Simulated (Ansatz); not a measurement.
H4OSi···NH3

Input file:

```
crystal:
  periodic: [false, false, false]
  atoms:
    - { symbol: Si, position_ang: [0.076476, -0.474683, -0.410673] }
    - { symbol: "N", position_ang: [0.337047, 0.196642, 2.524892] }
    - { symbol: H, position_ang: [-0.514862, 0.246744, 3.057475] }
    - { symbol: H, position_ang: [1.054296, 0.66021, 3.056207] }
    - { symbol: H, position_ang: [1.210713, 0.461769, -0.366515] }
    - { symbol: H, position_ang: [-1.193128, 0.179337, -0.048843] }
    - { symbol: H, position_ang: [-0.06299, -0.952028, -1.81733] }
    - { symbol: O, position_ang: [0.371726, -1.840507, 0.510328] }
    - { symbol: H, position_ang: [0.303624, -2.670344, 0.068182] }
    - { symbol: H, position_ang: [0.589799, -0.79644, 2.449276] }
basis:
  gaussian: { orbitals: def2-SVP }
hamiltonian:
  xc: hf
relax:
  f_tol: 0.03
  max_steps: 50
output:
  orbitals: {}
```

Launched as:

```sh
ansatz run input.yaml --threads 1 --pin off --max-ram 2048MiB --backend cpu --events-out ev --progress --plain --runs-dir out
```

The fields are those of the run's last geometry, not of the input's.

Theory: RHF/def2-SVP (Ansatz).

Predict the electron density and electron localisation function between the atoms.

Answer. Si1···N2 (3.20 Å): the density falls to about 0.05 e/Å³ on the way; the ELF dips to about 0 between them.
Si–O (1.66 Å): the density is about 1.1 e/Å³ at the midpoint; the ELF peaks at about 0.90 between the atoms (a polar covalent bond).
O–H (0.94 Å): ρ is about 3.8 e/Å³ halfway; the ELF climbs to about 1 towards the hydrogen, as it does in any bond to H; a covalent bond by its length.
N–H (1.01 Å): ρ is about 2.9 e/Å³ halfway; the ELF climbs to about 1 towards the hydrogen; an ordinary covalent bond to hydrogen.

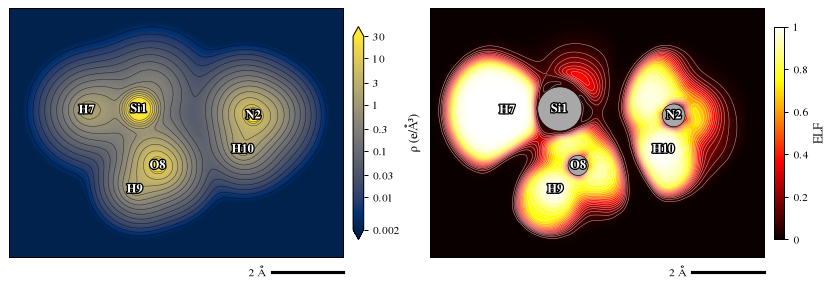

Computed electron density and electron localisation function on the plane of atoms H7, Si1 and O8, in this order. Grey discs cover the atomic cores in the ELF map. 
